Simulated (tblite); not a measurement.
# C5H11BF2Si: the cost of one run

The runs use tblite 0.8.0 and PySCF 2.14.0, with density-fitted response routines of our own; the level of theory stands in each step. All values are computed, except where a source is named. Atoms count from 0, in the outputs and in this text.

## 1. Starting geometry

20 atoms, charge 0, multiplicity 1; geometry from: force field or distance geometry start.

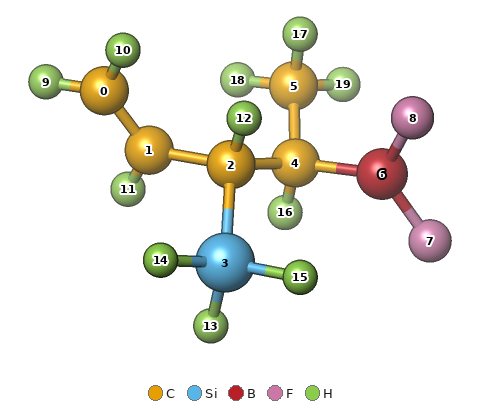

The starting geometry (carbon amber, silicon blue, boron red, fluorine pink, hydrogen green), atoms numbered.

## 2. Relaxing the molecule with GFN2-xTB

The job: settings as JSON, then the geometry in Å.

```
{"job": {"kind": "relax", "xc": "GFN2-xTB", "basis": "xTB"}, "charge": 0, "multiplicity": 1}
C     -2.409500     1.086900     0.287500
C     -1.469400     0.539200    -0.475700
C     -0.376300    -0.345400     0.126800
Si    -0.650100    -2.067500    -0.587000
C      1.027900     0.215900    -0.189700
C      1.182100     1.673900     0.266800
B      2.188100    -0.658800     0.485700
F      3.171100    -1.332400    -0.328300
F      2.241200    -0.810700     1.927600
H     -3.182300     1.711800    -0.167000
H     -2.453300     0.929300     1.360200
H     -1.473100     0.714800    -1.535600
H     -0.513700    -0.411400     1.237800
H     -0.437600    -2.051400    -2.036600
H     -2.025000    -2.506200    -0.284800
H      0.293700    -3.016600     0.049200
H      1.191200     0.193500    -1.294200
H      0.968300     1.761500     1.355800
H      0.496400     2.343800    -0.283500
H      2.225000     2.040400     0.082000
```

Started as:

```
$ OMP_NUM_THREADS=1 python probes_run.py task.json out
```

This one command runs all jobs of the session in turn.

Q: Estimate the wall time and peak memory of this first job on 1 thread of Arm Neoverse N1, shared host.

About 1.1 s, with a peak of 0.18 GiB.
